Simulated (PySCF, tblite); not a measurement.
**CH5O2Si2 radical, a small gas-phase stand-in for a defect centre (silica 2-ring): EPR parameters**

What EPR parameters should one expect for `[CH2][SiH]1O[SiH2]O1`? It is drawn as: carbon radical.

Programs: tblite 0.8.0 and PySCF 2.14.0. All values are calculated, for the isolated system unless a continuum is named. Atoms count from 0, parts from 1.

### Step 1. Starting point

10 atoms, charge 0, multiplicity 2; geometry: distance geometry start.

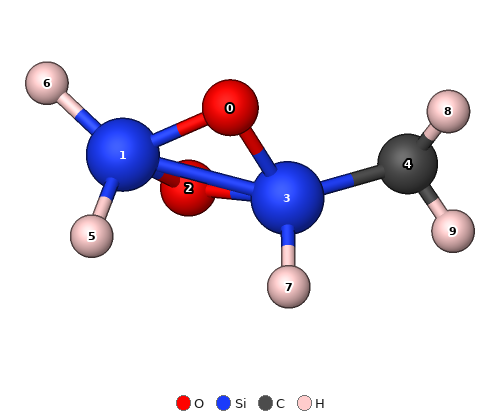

The starting geometry (oxygen red, silicon blue, carbon dark grey, hydrogen pink), atoms numbered.

### Step 2. Geometry optimisation with GFN2-xTB

The job: settings as JSON, then the geometry in Å.

```
{"job": {"kind": "relax", "xc": "GFN2-xTB", "basis": "xTB"}, "charge": 0, "multiplicity": 2}
O     -0.947308     0.725472     0.553703
Si    -1.796846    -0.505084    -0.275752
O     -0.412917    -0.585789    -1.293331
Si     0.493849    -0.094798     0.104788
C      1.972580     1.002386    -0.274995
H     -1.989990    -1.667345     0.621817
H     -3.007529    -0.069436    -0.958332
H      0.749756    -1.160493     1.060515
H      1.974249     1.914843     0.380997
H      2.908321     0.429063    -0.060819
```

With the program's defaults for keys left out, this is: GFN2-xTB geometry optimisation, gas phase.

Started as:

```bash
$ OMP_NUM_THREADS=1 python cluster_run.py task.json out
```

This one command runs all jobs of the session in turn.

Log:

```text
step      E/eV     max force
  0    -443.76390    2.380
  1    -444.03115    1.503
  2    -444.21498    0.901
  3    -444.27832    0.785
  4    -444.37988    0.537
  5    -444.39950    0.505
  6    -444.42413    0.568
  7    -444.44618    0.475
  8    -444.47677    0.485
  9    -444.50341    0.460
 10    -444.52869    0.458
 11    -444.55057    0.400
 12    -444.57701    0.551
 13    -444.61375    0.553
 14    -444.65063    0.655
 15    -444.67923    0.630
 16    -444.71048    0.507
 17    -444.73899    0.611
 18    -444.75983    0.468
 19    -444.77306    0.306
 20    -444.78272    0.273
 21    -444.79121    0.273
 22    -444.80229    0.349
 23    -444.81577    0.398
 24    -444.82871    0.207
 25    -444.83264    0.191
 26    -444.83502    0.176
 27    -444.83795    0.174
 28    -444.84134    0.191
 29    -444.84509    0.141
 30    -444.84794    0.114
 31    -444.84964    0.117
 32    -444.85084    0.125
 33    -444.85190    0.096
 34    -444.85270    0.064
 35    -444.85319    0.062
 36    -444.85344    0.046
 37    -444.85359    0.033
 38    -444.85373    0.035
 39    -444.85392    0.037
 40    -444.85409    0.035
 41    -444.85420    0.025
 42    -444.85426    0.017
 43    -444.85431    0.017
 44    -444.85437    0.020
 45    -444.85444    0.026
 46    -444.85453    0.032
 47    -444.85464    0.033
 48    -444.85473    0.027
 49    -444.85479    0.019
 50    -444.85484    0.019
 51    -444.85489    0.020
 52    -444.85497    0.030
 53    -444.85513    0.049
 54    -444.85540    0.061
 55    -444.85577    0.059
 56    -444.85615    0.051
 57    -444.85641    0.032
 58    -444.85656    0.034
 59    -444.85676    0.048
 60    -444.85716    0.068
 61    -444.85778    0.107
 62    -444.85788    0.221
 63    -444.85847    0.118
 64    -444.85865    0.151
 65    -444.85914    0.058
 66    -444.85936    0.053
 67    -444.85952    0.038
 68    -444.85978    0.052
 69    -444.86008    0.069
 70    -444.86046    0.089
 71    -444.86080    0.090
 72    -444.86114    0.082
 73    -444.86153    0.048
 74    -444.86207    0.055
 75    -444.86232    0.068
 76    -444.86295    0.086
 77    -444.86385    0.136
 78    -444.86314    0.256
 79    -444.86522    0.106
 80    -444.86573    0.081
 81    -444.86626    0.066
 82    -444.86637    0.032
 83    -444.86650    0.027
 84    -444.86670    0.043
 85    -444.86691    0.034
 86    -444.86706    0.052
 87    -444.86716    0.041
 88    -444.86724    0.033
 89    -444.86729    0.034
 90    -444.86734    0.030
 91    -444.86739    0.026
 92    -444.86749    0.027
 93    -444.86764    0.032
 94    -444.86782    0.033
 95    -444.86744    0.144
 96    -444.86800    0.023
 97    -444.86805    0.018
 98    -444.86811    0.026
 99    -444.86814    0.030
100    -444.86817    0.027
101    -444.86822    0.015
102    -444.86826    0.015
103    -444.86831    0.016
104    -444.86833    0.018
105    -444.86836    0.015
106    -444.86837    0.009
107    -444.86838    0.009
108    -444.86838    0.003
```

It took 1.3 s on 1 thread of Intel Xeon 6975P-C, shared host.

Step by step:

| step | energy from step 0 (eV) | largest force (eV/Å) |
| --- | --- | --- |
| 0 | 0.0000 | 2.3796 |
| 4 | -0.6160 | 0.5378 |
| 8 | -0.7129 | 0.4853 |
| 12 | -0.8131 | 0.5512 |
| 16 | -0.9466 | 0.5065 |
| 20 | -1.0188 | 0.2728 |
| 24 | -1.0648 | 0.2077 |
| 28 | -1.0774 | 0.1911 |
| 32 | -1.0869 | 0.1249 |
| 36 | -1.0895 | 0.0456 |
| 40 | -1.0902 | 0.0348 |
| 44 | -1.0905 | 0.0198 |
| 48 | -1.0908 | 0.0269 |
| 52 | -1.0911 | 0.0308 |
| 56 | -1.0923 | 0.0517 |
| 60 | -1.0933 | 0.0677 |
| 64 | -1.0948 | 0.1512 |
| 68 | -1.0959 | 0.0520 |
| 72 | -1.0972 | 0.0816 |
| 76 | -1.0991 | 0.0859 |
| 80 | -1.1018 | 0.0809 |
| 84 | -1.1028 | 0.0427 |
| 88 | -1.1033 | 0.0333 |
| 92 | -1.1036 | 0.0270 |
| 96 | -1.1041 | 0.0239 |
| 100 | -1.1043 | 0.0271 |
| 104 | -1.1044 | 0.0174 |
| 108 | -1.1045 | 0.0032 |

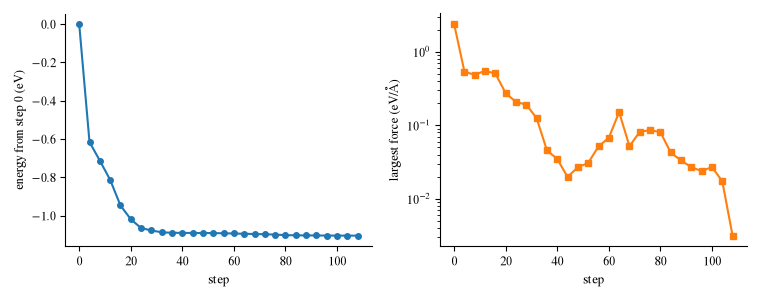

Energy and force, step by step.

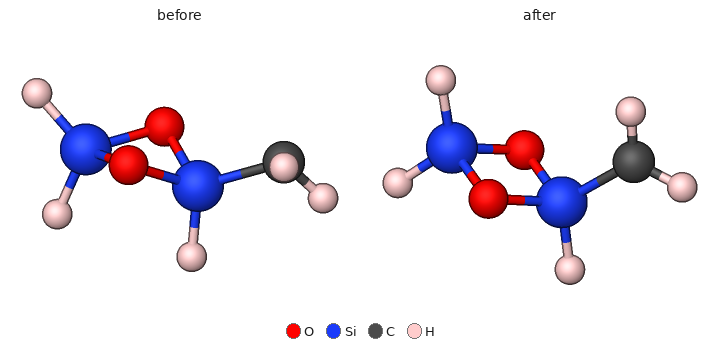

The geometry before (left) and after (right).

Close pairs (by a distance rule), those that changed most:

| bond | before (Å) | after (Å) | change (Å) |
| --- | --- | --- | --- |
| O2–Si3 | 1.737 | 1.680 | -0.057 |
| Si1–O2 | 1.720 | 1.664 | -0.055 |
| Si1–Si3 | 2.358 | 2.411 | +0.053 |
| C4–H8 | 1.124 | 1.076 | -0.048 |
| O0–Si1 | 1.710 | 1.664 | -0.046 |
| C4–H9 | 1.118 | 1.073 | -0.045 |
| Si3–C4 | 1.880 | 1.838 | -0.042 |
| O0–Si3 | 1.718 | 1.681 | -0.037 |

### Step 3. Optimising the geometry at PBE0-D3(BJ)/def2-SVP

The job: settings as JSON, then the geometry in Å.

```
{"job": {"xc": "PBE0", "basis": "def2-SVP", "d3": "d3bj", "grid": 2, "kind": "geom", "shake": 0.01}, "charge": 0, "multiplicity": 2}
O     -0.786094     0.164034     1.065009
Si    -1.733700    -0.400216    -0.197464
O     -0.345031    -0.944442    -0.912443
Si     0.650509    -0.366335     0.360581
C      1.744922     0.983116    -0.153004
H     -2.553715    -1.496312     0.237336
H     -2.286778     0.688725    -0.959723
H      1.147247    -1.474278     1.125773
H      1.419118     1.844534    -0.697667
H      2.785074     0.975592     0.133075
```

Log:

```text
step   0  E = -769.83574858  max force = 0.037914
step   1  E = -769.84692773  max force = 0.008188
step   2  E = -769.84731279  max force = 0.002688
step   3  E = -769.84739388  max force = 0.001197
step   4  E = -769.84740803  max force = 0.000648
step   5  E = -769.84741256  max force = 0.000267
optimisation converged
```

Wall time 32 s (1 thread of Intel Xeon 6975P-C, shared host); peak memory 0.53 GiB.

Step by step:

| step | energy from step 0 (eV) | largest force component (eV/Å) |
| --- | --- | --- |
| 0 | 0.0000 | 1.9496 |
| 1 | -0.3042 | 0.4210 |
| 2 | -0.3147 | 0.1382 |
| 3 | -0.3169 | 0.0616 |
| 4 | -0.3173 | 0.0333 |
| 5 | -0.3174 | 0.0137 |

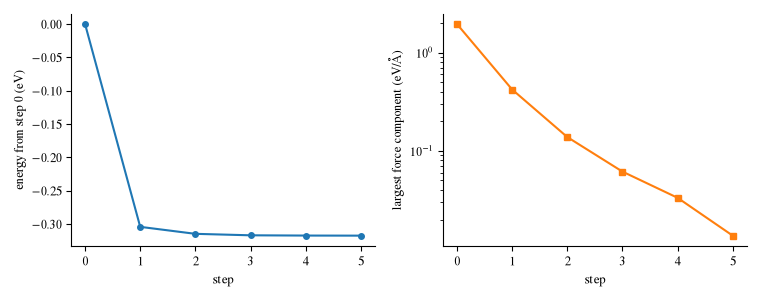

Energy and largest force along the relaxation.

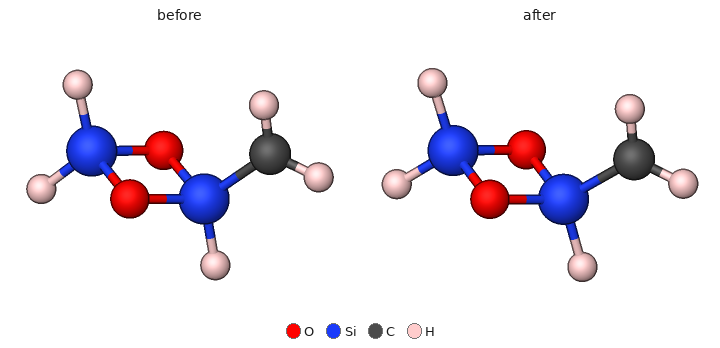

Before and after, at one scale.

Close pairs (by a distance rule), those that changed most:

| bond | before (Å) | after (Å) | change (Å) |
| --- | --- | --- | --- |
| Si1–H5 | 1.436 | 1.487 | +0.050 |
| Si3–H7 | 1.435 | 1.485 | +0.050 |
| Si1–H6 | 1.440 | 1.487 | +0.048 |
| Si1–O2 | 1.654 | 1.694 | +0.040 |
| Si1–Si3 | 2.449 | 2.416 | -0.033 |
| C4–H8 | 1.070 | 1.096 | +0.026 |
| Si3–C4 | 1.812 | 1.833 | +0.022 |
| O0–Si3 | 1.686 | 1.704 | +0.018 |

The next job starts from the end point, and lists it.

| at the end point | value |
| --- | --- |
| point group (found at 0.08 Å tolerance) | Cs |
| rotational constants (GHz, main isotopes) | 7.356, 2.552, 2.291 |
| dipole moment (D) | 0.98 |
| ⟨S²⟩ | 0.754 |

### Step 4. EPR parameters: B3LYP/IGLO-III+pcH-1

The job: settings as JSON, then the geometry in Å.

```
{"job": {"kind": "epr"}, "charge": 0, "multiplicity": 2}
O     -0.817128     0.207993     1.084779
Si    -1.743018    -0.368379    -0.210468
O     -0.331203    -0.939033    -0.953406
Si     0.606676    -0.372695     0.350669
C      1.811451     0.934918    -0.096956
H     -2.697415    -1.444093     0.166650
H     -2.429963     0.703041    -0.980001
H      1.258506    -1.460715     1.122566
H      1.515625     1.819385    -0.671839
H      2.867615     0.894417     0.189647
```

Method: UKS B3LYP, IGLO-III on C O Si, pcH-1 on H, non-relativistic, mean-field spin-orbit, GIAO.

Log:

```text
UKS, coarse grid
  cycle   1  E = -770.55431885  |g| = 8.32e-01
  cycle   2  E = -769.80249705  |g| = 1.59e+00
  cycle   3  E = -770.78245716  |g| = 1.37e-01
  cycle   4  E = -770.79016759  |g| = 6.47e-02
  cycle   5  E = -770.79220004  |g| = 8.85e-03
  cycle   6  E = -770.79223849  |g| = 3.23e-03
  cycle   7  E = -770.79224542  |g| = 8.60e-04
UKS, final grid
  cycle   1  E = -770.79228764  |g| = 1.28e-03
  cycle   2  E = -770.79228599  |g| = 2.57e-03
  cycle   3  E = -770.79228825  |g| = 1.37e-04
  cycle   4  E = -770.79228826  |g| = 7.73e-05
  cycle   5  E = -770.79228826  |g| = 4.84e-05
  cycle   6  E = -770.79228826  |g| = 5.17e-06
E = -770.79228826 Eh   <S^2> = 0.7532 (exact 0.7500)
g shifts (ppm)      1          2          3
  rmc          -130       -130       -130
  gc              7         28         34
  oz_so         -44         -8        984
  total        -167       -110        888
hyperfine (MHz)  atom isotope    a_iso     a_fc   dipolar eigenvalues
    0   17O     -13.76     -13.76     -5.06      2.38      2.68
    1  29Si       0.49       0.48     -2.04      0.60      1.44
    2   17O     -13.41     -13.40     -4.90      2.30      2.60
    3  29Si      38.84      38.85     -8.96      2.81      6.15
    4   13C      70.13      70.33    -73.26    -72.97    146.23
    5    1H      -1.14      -1.14     -0.83     -0.53      1.36
    6    1H      -0.26      -0.27     -0.89     -0.87      1.77
    7    1H      -8.72      -8.72     -4.16     -2.61      6.77
    8    1H     -56.40     -56.40    -35.29     -1.54     36.82
    9    1H     -57.34     -57.34    -35.47     -1.07     36.54
```

Wall time 26 s (1 thread of Intel Xeon 6975P-C, shared host); peak memory 0.84 GiB.

Principal g values 2.00215, 2.00221, 2.00321; g(iso) = 2.00252, against 2.00232 for a free electron.

Mean a(iso) over the nuclei that a row names, and the largest dipolar term of the row (other rows stand at the frozen geometry):

| nuclei | isotope | a(iso) (MHz) | a(iso) (G, at g = 2.0023) | largest dipolar term (MHz) |
| --- | --- | --- | --- | --- |
| C4 | 13C | 70.1 | 25.0 | 146.2 |
| H9 | 1H | -57.3 | -20.5 | 36.5 |
| H8 | 1H | -56.4 | -20.1 | 36.8 |
| Si3 | 29Si | 38.8 | 13.9 | -9.0 |
| O0, O2 | 17O | -13.6 | -4.8 | -5.1 |
| H7 | 1H | -8.7 | -3.1 | 6.8 |
| H5 | 1H | -1.1 | -0.4 | 1.4 |
| Si1 | 29Si | 0.5 | 0.2 | -2.0 |
| H6 | 1H | -0.3 | -0.1 | 1.8 |

Mulliken spin populations:

| atom | value (e) |
| --- | --- |
| O0 | 0.01 |
| Si1 | 0.01 |
| O2 | 0.01 |
| Si3 | 0.05 |
| C4 | 1.02 |
| H5 | 0.00 |
| H6 | 0.00 |
| H7 | 0.00 |
| H8 | -0.04 |
| H9 | -0.05 |

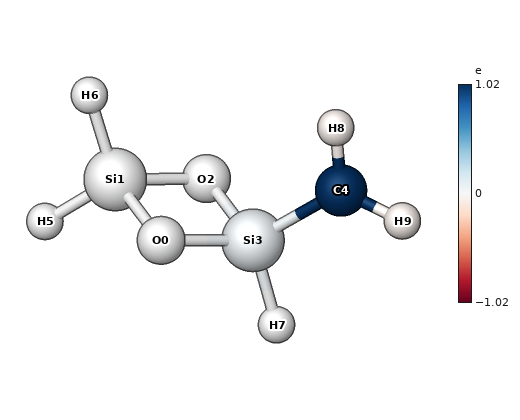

Mulliken spin populations, as colours on the atoms.

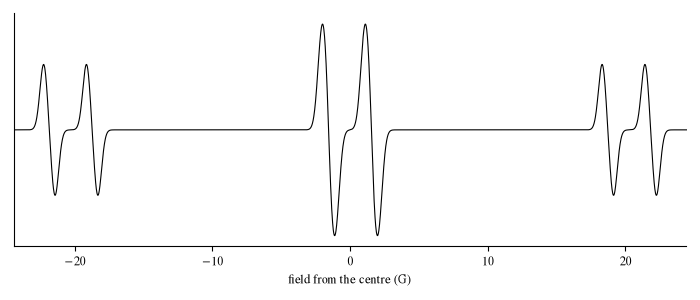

First-order isotropic spectrum (first derivative, main isotopes with spin only, couplings over 0.8 MHz, Gaussian width 0.3 G; couplings of the frozen geometry, rotation of groups not averaged beyond the rows shown).

### Step 5. g tensor and hyperfine couplings: BHandHLYP/IGLO-III+pcH-1

The job, as its differences from that of step 4:

```diff
@@ -1,2 +1,2 @@
-{"job": {"kind": "epr"}, "charge": 0, "multiplicity": 2}
+{"job": {"kind": "epr", "xc": "BHandHLYP"}, "charge": 0, "multiplicity": 2}
 O     -0.817128     0.207993     1.084779
```

Level: UKS BHandHLYP, IGLO-III on C O Si, pcH-1 on H, non-relativistic, mean-field spin-orbit, GIAO.

Log:

```text
UKS, coarse grid
  cycle   1  E = -770.46980576  |g| = 7.08e-01
  cycle   2  E = -770.36418040  |g| = 9.08e-01
  cycle   3  E = -770.65365140  |g| = 3.80e-02
  cycle   4  E = -770.65441052  |g| = 1.51e-02
  cycle   5  E = -770.65451926  |g| = 3.26e-03
  cycle   6  E = -770.65453322  |g| = 1.73e-03
  cycle   7  E = -770.65453693  |g| = 5.41e-04
UKS, final grid
  cycle   1  E = -770.65456546  |g| = 3.48e-04
  cycle   2  E = -770.65456553  |g| = 2.76e-04
  cycle   3  E = -770.65456557  |g| = 1.06e-04
  cycle   4  E = -770.65456558  |g| = 7.19e-05
  cycle   5  E = -770.65456558  |g| = 1.18e-05
E = -770.65456558 Eh   <S^2> = 0.7543 (exact 0.7500)
g shifts (ppm)      1          2          3
  rmc          -128       -128       -128
  gc              6         27         34
  oz_so         -47        -16        881
  total        -169       -117        786
hyperfine (MHz)  atom isotope    a_iso     a_fc   dipolar eigenvalues
    0   17O     -12.64     -12.64     -4.36      2.05      2.31
    1  29Si       0.86       0.85     -1.42      0.29      1.13
    2   17O     -12.28     -12.28     -4.22      1.97      2.25
    3  29Si      47.61      47.63     -8.36      1.94      6.42
    4   13C      89.92      90.12    -72.62    -72.09    144.72
    5    1H      -0.89      -0.89     -0.78     -0.54      1.32
    6    1H      -0.22      -0.22     -0.91     -0.87      1.78
    7    1H      -8.72      -8.72     -4.12     -2.68      6.80
    8    1H     -64.69     -64.69    -36.11     -1.51     37.62
    9    1H     -66.31     -66.31    -36.32     -1.04     37.36
```

Wall time 27 s (1 thread of Intel Xeon 6975P-C, shared host); peak memory 0.84 GiB.

In short: g(iso) 2.00249.

### Step 6. Run by run: EPR parameters

g, ⟨S²⟩ and isotropic hyperfine couplings (MHz), with basis size and wall time:

| run | g(iso) | ⟨S²⟩ | 13C C4 | 1H H9 | 1H H8 | 29Si Si3 | 17O O0 (mean) | functions | time |
| --- | --- | --- | --- | --- | --- | --- | --- | --- | --- |
| B3LYP/IGLO-III+pcH-1 | 2.00252 | 0.753 | 70.1 | -57.3 | -56.4 | 38.8 | -13.6 | 243 | 26 s |
| BHandHLYP/IGLO-III+pcH-1 | 2.00249 | 0.754 | 89.9 | -66.3 | -64.7 | 47.6 | -12.5 | 243 | 27 s |

### Step 7. Outcome

| quantity | value |
| --- | --- |
| point group | Cs |
| rotational constants (main isotopes) | 7.36, 2.55, 2.29 GHz |
| g(iso) (B3LYP) | 2.00252 |
| ⟨S²⟩ | 0.753 (exact 0.75) |
| largest a(iso) (averaged by class) | 13C on C4, 70.1 MHz |

In words: The start of the PBE0/def2-SVP relaxation was shaken at random by about 0.01 Å, so part of the energy gained, and of the first lengths quoted, undoes that. Over 5 steps the energy fell by 0.317 eV; of the close pairs, Si1–H5 changed most, 1.436 to 1.487 Å (PBE0/def2-SVP). No frequency check was run at this level, so the end point may be a saddle. C4 carries the largest spin population, 1.02 e. The isotropic g lies 0.2 ppt above the free-electron value. The coupling of 13C on C4 runs from 70.1 (B3LYP/IGLO-III+pcH-1) to 89.9 MHz (BHandHLYP/IGLO-III+pcH-1).
